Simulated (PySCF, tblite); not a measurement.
# CH10O2PSi3 radical: geometry, infrared bands and EPR parameters

Wanted: the infrared bands and EPR parameters of CH10O2PSi3 radical (`[SiH3]O[SiH2][CH]O[SiH2]P`), by calculation.

Computed with tblite 0.8.0 and PySCF 2.14.0, with density-fitted response routines of our own, on a single molecule in the gas phase. Atoms are numbered from 0 throughout.

## 1. The starting structure

17 atoms, charge 0, multiplicity 2; geometry from: force field or distance geometry start.

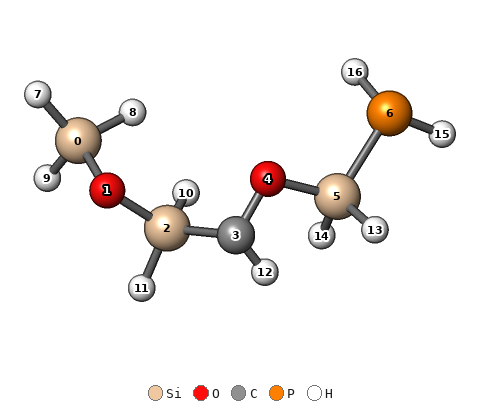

As it starts; silicon light orange, oxygen red, carbon grey, phosphorus orange, hydrogen white, atoms numbered.

## 2. Relaxing the molecule with GFN2-xTB

What the job is given:

```
{"job": {"kind": "relax", "xc": "GFN2-xTB", "basis": "xTB"}, "charge": 0, "multiplicity": 2}
Si    -3.180800     1.068500     0.491700
O     -2.627900    -0.518700     0.812000
Si    -1.404500    -0.824500    -0.361700
C      0.078600    -1.643500     0.356100
O      0.865900    -0.673100     0.993400
Si     2.328700    -0.644800     0.072900
P      3.588800     1.096300     0.552500
H     -3.969700     1.590500     1.614200
H     -1.967900     1.872100     0.234800
H     -3.924200     1.014200    -0.765400
H     -0.952300     0.459100    -0.942200
H     -2.063600    -1.629500    -1.398400
H      0.635600    -2.092200    -0.487500
H      3.092300    -1.857200     0.456400
H      1.909600    -0.671500    -1.329900
H      4.682300     1.099300    -0.399900
H      2.902100     2.366900     0.389900
```

On the command line:

```console
$ OMP_NUM_THREADS=1 python probes_run.py task.json out
```

One launch serves the whole session: the jobs run in the order shown.

Output:

```text
step      E/eV     max force
  0    -628.19464    2.890
  1    -628.55855    1.781
  2    -628.89327    1.829
  3    -629.04946    1.320
  4    -629.36653    0.802
  5    -629.42079    0.699
  6    -629.52926    0.449
  7    -629.57122    0.482
  8    -629.64896    0.596
  9    -629.74015    0.712
 10    -629.85790    0.798
 11    -629.96457    0.671
 12    -630.02991    0.485
 13    -630.05494    0.420
 14    -630.07773    0.411
 15    -630.11297    0.589
 16    -630.14846    1.027
 17    -630.16616    0.486
 18    -630.18973    0.362
 19    -630.21096    0.471
 20    -630.22870    0.512
 21    -630.25371    0.341
 22    -630.27171    0.281
 23    -630.28690    0.285
 24    -630.29687    0.345
 25    -630.30390    0.305
 26    -630.30987    0.214
 27    -630.31488    0.209
 28    -630.31929    0.174
 29    -630.32312    0.197
 30    -630.32573    0.161
 31    -630.32884    0.192
 32    -630.33184    0.160
 33    -630.33581    0.139
 34    -630.33688    0.098
 35    -630.33802    0.062
 36    -630.33857    0.071
 37    -630.33928    0.067
 38    -630.33992    0.067
 39    -630.34050    0.048
 40    -630.34094    0.044
 41    -630.34135    0.038
 42    -630.34173    0.043
 43    -630.34209    0.047
 44    -630.34248    0.047
 45    -630.34295    0.055
 46    -630.34355    0.061
 47    -630.34427    0.064
 48    -630.34497    0.059
 49    -630.34566    0.063
 50    -630.34650    0.078
 51    -630.34770    0.105
 52    -630.34927    0.107
 53    -630.35081    0.100
 54    -630.35207    0.078
 55    -630.35322    0.107
 56    -630.35483    0.147
 57    -630.35667    0.134
 58    -630.35832    0.123
 59    -630.35943    0.094
 60    -630.36070    0.084
 61    -630.36174    0.101
 62    -630.36307    0.108
 63    -630.36513    0.131
 64    -630.36819    0.150
 65    -630.37181    0.140
 66    -630.37453    0.110
 67    -630.37457    0.129
 68    -630.37656    0.084
 69    -630.37715    0.071
 70    -630.37987    0.102
 71    -630.38202    0.129
 72    -630.38400    0.092
 73    -630.38492    0.091
 74    -630.38538    0.053
 75    -630.38577    0.051
 76    -630.38623    0.047
 77    -630.38681    0.079
 78    -630.38764    0.099
 79    -630.38856    0.083
 80    -630.38927    0.065
 81    -630.38973    0.043
 82    -630.39009    0.047
 83    -630.39058    0.066
 84    -630.39145    0.088
 85    -630.39289    0.115
 86    -630.39494    0.180
 87    -630.39669    0.102
 88    -630.39957    0.106
 89    -630.40200    0.109
 90    -630.40553    0.133
 91    -630.40827    0.162
 92    -630.41039    0.142
 93    -630.41156    0.157
 94    -630.41330    0.087
 95    -630.41475    0.103
 96    -630.41692    0.129
 97    -630.42096    0.167
 98    -630.42512    0.184
 99    -630.42901    0.148
100    -630.43201    0.131
101    -630.43429    0.149
102    -630.43668    0.224
103    -630.43941    0.188
104    -630.44270    0.089
105    -630.44352    0.210
106    -630.44589    0.083
107    -630.44743    0.080
108    -630.44977    0.082
109    -630.45142    0.085
110    -630.45353    0.076
111    -630.45395    0.119
112    -630.45533    0.092
113    -630.45620    0.082
114    -630.45840    0.089
115    -630.46019    0.138
116    -630.46134    0.098
117    -630.46280    0.103
118    -630.46379    0.073
119    -630.46467    0.054
120    -630.46516    0.058
121    -630.46606    0.068
122    -630.46751    0.113
123    -630.46855    0.111
124    -630.46944    0.057
125    -630.47007    0.050
126    -630.47048    0.063
127    -630.47072    0.050
128    -630.47127    0.048
129    -630.47203    0.057
130    -630.47337    0.071
131    -630.47494    0.097
132    -630.47589    0.173
133    -630.47387    0.261
134    -630.47737    0.088
135    -630.47781    0.086
136    -630.47867    0.072
137    -630.47959    0.094
138    -630.48049    0.074
139    -630.48170    0.088
140    -630.48249    0.104
141    -630.48353    0.073
142    -630.48449    0.148
143    -630.48545    0.111
144    -630.48696    0.073
145    -630.48862    0.072
146    -630.48977    0.086
147    -630.49160    0.097
148    -630.49262    0.091
149    -630.49291    0.153
150    -630.49385    0.124
151    -630.49509    0.057
152    -630.49600    0.071
153    -630.49845    0.077
154    -630.49949    0.111
155    -630.50040    0.063
156    -630.50125    0.064
157    -630.50185    0.059
158    -630.50242    0.054
159    -630.50296    0.052
160    -630.50356    0.060
161    -630.50422    0.070
162    -630.50488    0.082
163    -630.50550    0.060
164    -630.50611    0.062
165    -630.50676    0.051
166    -630.50765    0.081
167    -630.50897    0.080
168    -630.51065    0.090
169    -630.51215    0.084
170    -630.51319    0.051
171    -630.51374    0.044
172    -630.51414    0.038
173    -630.51451    0.035
174    -630.51488    0.043
175    -630.51518    0.043
176    -630.51554    0.041
177    -630.51600    0.046
178    -630.51661    0.063
179    -630.51731    0.054
180    -630.51811    0.065
181    -630.51903    0.072
182    -630.52015    0.082
183    -630.52141    0.086
184    -630.52268    0.074
185    -630.52380    0.084
186    -630.52484    0.085
187    -630.52596    0.097
188    -630.52724    0.110
189    -630.52819    0.121
190    -630.52912    0.097
191    -630.53009    0.063
192    -630.53096    0.051
193    -630.53145    0.059
194    -630.53237    0.060
195    -630.53318    0.052
196    -630.53396    0.051
197    -630.53448    0.049
198    -630.53478    0.055
199    -630.53505    0.043
200    -630.53534    0.034
201    -630.53573    0.042
202    -630.53601    0.040
203    -630.53624    0.034
204    -630.53640    0.024
205    -630.53654    0.027
206    -630.53665    0.027
207    -630.53674    0.023
208    -630.53683    0.020
209    -630.53693    0.025
210    -630.53704    0.028
211    -630.53718    0.031
212    -630.53736    0.038
213    -630.53757    0.037
214    -630.53777    0.028
215    -630.53790    0.024
216    -630.53805    0.027
217    -630.53820    0.029
218    -630.53840    0.034
219    -630.53858    0.036
220    -630.53887    0.038
221    -630.53928    0.044
222    -630.54000    0.066
223    -630.54096    0.074
224    -630.54027    0.252
225    -630.54245    0.052
226    -630.54303    0.048
227    -630.54431    0.061
228    -630.54479    0.043
229    -630.54555    0.033
230    -630.54572    0.032
231    -630.54583    0.023
232    -630.54592    0.021
233    -630.54601    0.022
234    -630.54612    0.039
235    -630.54634    0.050
236    -630.54676    0.057
237    -630.54728    0.062
238    -630.54780    0.046
239    -630.54818    0.034
240    -630.54849    0.041
241    -630.54887    0.055
242    -630.54927    0.051
243    -630.54965    0.049
244    -630.54997    0.050
245    -630.55020    0.046
246    -630.55038    0.038
247    -630.55049    0.023
248    -630.55057    0.017
249    -630.55063    0.014
250    -630.55071    0.015
251    -630.55075    0.014
252    -630.55077    0.011
253    -630.55078    0.008
```

Wall time 3.1 s (1 thread of Intel Xeon Platinum 8488C, shared host).

The steps of the relaxation: (not every step is listed)

```
step  energy from step 0 (eV)  largest force (eV/Å)
   0                   0.0000                2.8903
   1                  -0.3639                1.7809
   2                  -0.6986                1.8289
   3                  -0.8548                1.3197
   4                  -1.1719                0.8018
   5                  -1.2261                0.6986
   6                  -1.3346                0.4487
   7                  -1.3766                0.4822
   8                  -1.4543                0.5963
  32                  -2.1372                0.1595
  56                  -2.1602                0.1466
  80                  -2.1946                0.0654
 104                  -2.2481                0.0892
 128                  -2.2766                0.0481
 152                  -2.3014                0.0708
 176                  -2.3209                0.0410
 200                  -2.3407                0.0340
 224                  -2.3456                0.2520
 248                  -2.3559                0.0173
 249                  -2.3560                0.0139
 250                  -2.3561                0.0148
 251                  -2.3561                0.0137
 252                  -2.3561                0.0106
 253                  -2.3561                0.0080
```

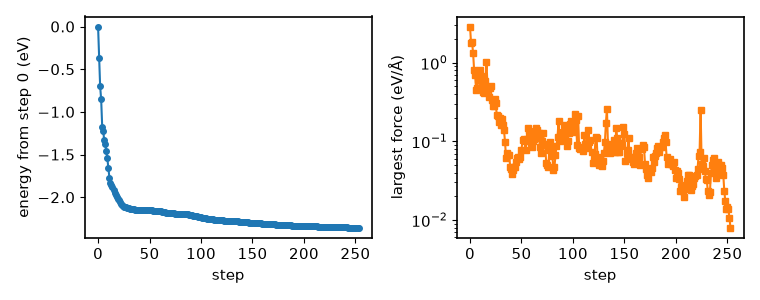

Energy and largest force along the relaxation.

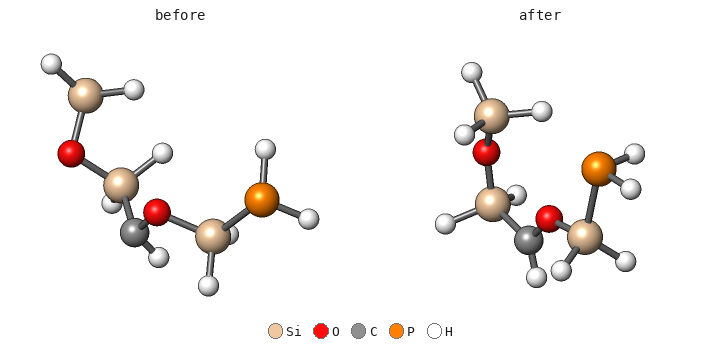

The geometry before (left) and after (right).

Close pairs (by a distance rule), those that changed most:

| bond | before (Å) | after (Å) | change (Å) |
| --- | --- | --- | --- |
| O1–Si2 | 1.723 | 1.618 | -0.104 |
| O4–Si5 | 1.729 | 1.627 | -0.102 |
| Si0–O1 | 1.711 | 1.623 | -0.088 |
| P6–H16 | 1.453 | 1.386 | -0.068 |
| C3–O4 | 1.403 | 1.336 | -0.067 |
| P6–H15 | 1.450 | 1.384 | -0.067 |
| Si5–P6 | 2.202 | 2.225 | +0.023 |
| C3–H12 | 1.106 | 1.083 | -0.023 |

The final coordinates are the input of the step that follows.

## 3. Infrared spectrum with GFN2-xTB

What the job is given:

```
{"job": {"kind": "ir", "xc": "GFN2-xTB", "basis": "xTB"}, "charge": 0, "multiplicity": 2}
Si    -2.007417     1.289939     0.710014
O     -2.307797     0.085361    -0.335968
Si    -1.865734    -1.275715    -1.091767
C     -0.068438    -1.564844    -0.726420
O      0.623988    -0.598216    -0.117911
Si     2.190991    -0.429374     0.284763
P      2.176177     1.642040     1.097955
H     -1.774178     0.708044     2.030584
H     -0.846967     2.046449     0.241379
H     -3.241721     2.070851     0.655556
H     -2.139544    -1.017060    -2.509861
H     -2.702045    -2.353619    -0.558366
H      0.497797    -2.439704    -1.020625
H      2.567973    -1.395890     1.324917
H      3.044742    -0.694986    -0.884157
H      3.542538     1.658914     1.314860
H      2.302637     2.279840    -0.125940
```

Output:

```text
mode    cm-1     km/mol
  1      19.3      0.76
  2      32.3      1.06
  3      58.5      0.32
  4      76.1      0.48
  5      82.0      5.24
  6     102.9      1.73
  7     117.8      3.82
  8     121.1      1.72
  9     162.3      9.88
 10     212.9      3.03
 11     334.7     12.90
 12     418.7     46.46
 13     447.8      1.01
 14     502.4     56.47
 15     506.1     20.72
 16     568.8     15.73
 17     575.8     19.46
 18     584.0     18.17
 19     602.6    109.74
 20     625.0     38.37
 21     667.8    196.58
 22     696.8     47.19
 23     709.0    160.51
 24     736.4     77.90
 25     769.9    189.69
 26     773.2    173.58
 27     789.0    538.44
 28     795.5    412.77
 29     818.9    131.61
 30     820.7    148.63
 31     856.6    315.47
 32    1081.4    427.65
 33    1145.4     19.63
 34    1248.2    101.37
 35    1326.5     44.43
 36    2159.1    250.25
 37    2190.6    348.01
 38    2203.7    146.78
 39    2231.3    182.98
 40    2244.2    463.34
 41    2258.1    404.36
 42    2274.6     89.65
 43    2293.9    127.94
 44    2378.9    170.11
 45    3012.6     64.32
```

Run time: 1 s. Hardware: 1 thread of Intel Xeon Platinum 8488C, shared host.

The strongest bands and the atoms that carry them (share of the mass-weighted mode):

| cm⁻¹ | km/mol | atoms |
| --- | --- | --- |
| 789 | 538.4 | H8 31 %, H7 14 % |
| 796 | 412.8 | H10 40 %, H11 38 % |
| 857 | 315.5 | C3 23 %, O4 21 %, Si2 15 %, Si5 14 % |
| 1081 | 427.6 | O1 77 % |
| 2159 | 250.2 | H14 75 %, H13 21 % |
| 2191 | 348.0 | H10 74 %, H11 21 % |
| 2244 | 463.3 | H8 78 %, H7 15 % |
| 2258 | 404.4 | H7 55 %, H9 35 % |

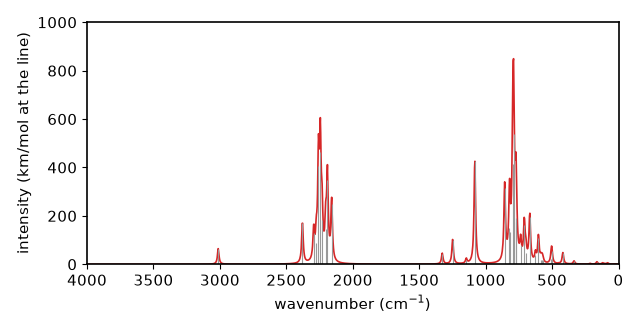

The infrared spectrum from these modes, unscaled. Lines are broadened to a width of 14 cm⁻¹ (Lorentzian).

## 4. g tensor and hyperfine couplings: B3LYP/pcH-1

Settings changed since step 3:

```diff
@@ -1,2 +1,2 @@
-{"job": {"kind": "ir", "xc": "GFN2-xTB", "basis": "xTB"}, "charge": 0, "multiplicity": 2}
+{"job": {"kind": "epr", "basis": "pcH-1"}, "charge": 0, "multiplicity": 2}
 Si    -2.007417     1.289939     0.710014
```

Level: UKS B3LYP, pcH-1 on C H O P Si, non-relativistic, mean-field spin-orbit, GIAO.

Output:

```text
UKS, coarse grid
  cycle   1  E = -1404.31394760  |g| = 7.64e-01
  cycle   2  E = -1403.83620655  |g| = 1.35e+00
  cycle   3  E = -1404.49663227  |g| = 1.05e-01
  cycle   4  E = -1404.50037149  |g| = 3.82e-02
  cycle   5  E = -1404.50097115  |g| = 1.18e-02
  cycle   6  E = -1404.50103314  |g| = 3.28e-03
  cycle   7  E = -1404.50103592  |g| = 1.67e-03
  cycle   8  E = -1404.50103821  |g| = 5.54e-04
UKS, final grid
  cycle   1  E = -1404.50106375  |g| = 7.31e-04
  cycle   2  E = -1404.50106345  |g| = 1.18e-03
  cycle   3  E = -1404.50106396  |g| = 9.83e-05
  cycle   4  E = -1404.50106397  |g| = 2.71e-05
E = -1404.50106397 Eh   <S^2> = 0.7533 (exact 0.7500)
g shifts (ppm)      1          2          3
  rmc          -168       -168       -168
  gc             -3         39         35
  oz_so          29       1403       1916
  total        -142       1274       1783
hyperfine (MHz)  atom isotope    a_iso     a_fc   dipolar eigenvalues
    0  29Si       0.07       0.07     -0.51      0.23      0.28
    1   17O       0.26       0.26     -0.54      0.16      0.38
    2  29Si      45.51      45.57     -1.93     -1.03      2.96
    3   13C      79.10      79.14    -73.21    -70.87    144.08
    4   17O     -15.28     -15.31    -55.37     26.93     28.44
    5  29Si       3.23       3.21     -1.74      0.40      1.34
    6   31P      -2.82      -2.81     -1.06      0.08      0.98
    7    1H       0.03       0.03     -1.25     -1.14      2.39
    8    1H      -0.09      -0.09     -1.36     -1.28      2.64
    9    1H      -0.12      -0.12     -0.58     -0.56      1.14
   10    1H      59.90      59.90     -3.34     -1.56      4.90
   11    1H      37.52      37.52     -3.26     -2.13      5.39
   12    1H     -54.71     -54.74    -34.02     -0.39     34.42
   13    1H      11.08      11.08     -2.20     -1.87      4.08
   14    1H       8.49       8.48     -2.32     -1.97      4.29
   15    1H      -0.71      -0.71     -0.65     -0.58      1.23
   16    1H       2.20       2.20     -1.01     -0.93      1.94
```

Wall time 2 min (1 thread of Intel Xeon Platinum 8488C, shared host); peak memory 1.2 GiB.

Principal g values 2.00218, 2.00359, 2.00410; g(iso) = 2.00329, against 2.00232 for a free electron.

Mean a(iso) over the nuclei that a row names, and the largest dipolar term of the row (other rows stand at the frozen geometry):

| nuclei | isotope | a(iso) (MHz) | a(iso) (G, at g = 2.0023) | largest dipolar term (MHz) |
| --- | --- | --- | --- | --- |
| C3 | 13C | 79.1 | 28.2 | 144.1 |
| H12 | 1H | -54.7 | -19.5 | 34.4 |
| H10, H11 | 1H | 48.7 | 17.4 | 5.4 |
| Si2 | 29Si | 45.5 | 16.2 | 3.0 |
| O4 | 17O | -15.3 | -5.5 | -55.4 |
| H13, H14 | 1H | 9.8 | 3.5 | 4.3 |
| Si5 | 29Si | 3.2 | 1.2 | -1.7 |
| P6 | 31P | -2.8 | -1.0 | -1.1 |
| H15, H16 | 1H | 0.7 | 0.3 | 1.9 |
| O1 | 17O | 0.3 | 0.1 | -0.5 |
| Si0 | 29Si | 0.1 | 0.0 | -0.5 |
| H7, H8, H9 | 1H | -0.1 | 0.0 | 2.6 |

Mulliken spin populations:

Si0 0.00; O1 0.00; Si2 -0.03; C3 0.90; O4 0.10; Si5 0.00; P6 0.00; H7 0.00; H8 0.00; H9 0.00; H10 0.03; H11 0.02; H12 -0.04; H13 0.01; H14 0.01; H15 0.00; H16 0.00

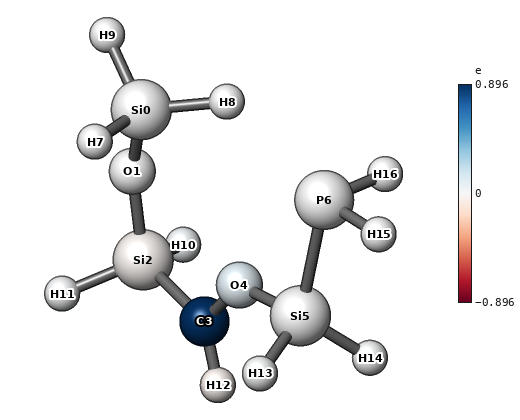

Mulliken spin populations, as colours on the atoms.

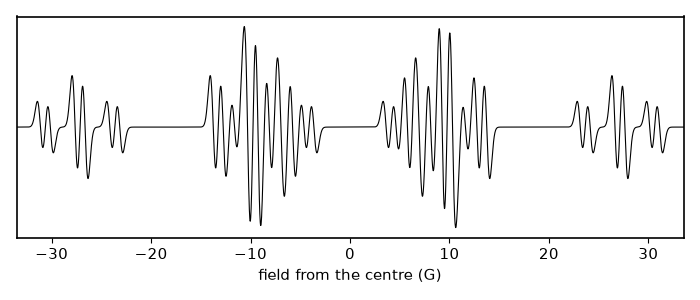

First-order isotropic spectrum (first derivative, main isotopes with spin only, couplings over 0.8 MHz, Gaussian width 0.3 G; couplings of the frozen geometry, rotation of groups not averaged beyond the rows shown).

The fields below are evaluated on a grid from the run's orbitals.

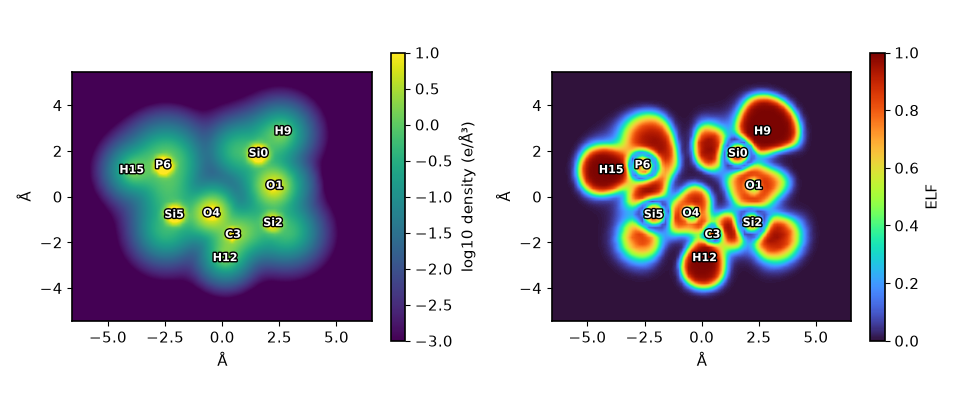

Density (left) and ELF (right) in a plane through or near 10 of the atoms.

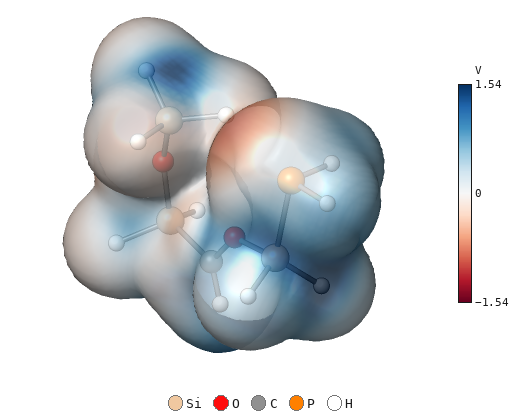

The potential that a unit positive charge feels on the 0.002 e/bohr³ surface, from -0.80 V near O1 to 1.54 V near H12.

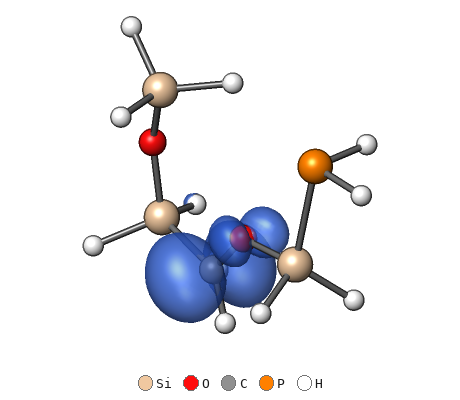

Spin density at ±0.04 e/Å³ (alpha excess blue, beta excess red).

## 5. What came out

| quantity | value |
| --- | --- |
| strongest single infrared mode (GFN2-xTB) | 789 cm⁻¹, 538 km/mol |
| zero-point energy (GFN2-xTB) | 60.9 kcal/mol |
| g(iso) (B3LYP) | 2.00329 |
| ⟨S²⟩ | 0.753 (exact 0.75) |
| largest a(iso) (averaged by class) | 13C on C3, 79.1 MHz |
| potential on the surface of density 0.002 e/bohr³, 1st and 99th percentile | -0.80 V and 1.54 V |

What this shows: Over 253 steps the energy fell by 2.356 eV; of the close pairs, O1–Si2 changed most, 1.723 to 1.618 Å. The frame itself reshapes: Si0···Si2 goes from 2.73 to 3.14 Å. All 45 modes are real, so the xTB geometry is a minimum. The strongest single mode, at 789 cm⁻¹, is spread over many atoms; the largest shares are those of H8, H7. GFN2-xTB is a fitted tight-binding method: band positions and strengths are rough. Its intensities can rank the bands wrongly. Most of the unpaired spin sits on C3 (0.90 e). The isotropic g lies 1.0 ppt above the free-electron value. These values are for one conformer; the search (at its own cheap level) found 2 more, at 0.73, 0.74 kcal/mol, and measured spectra average over such forms.
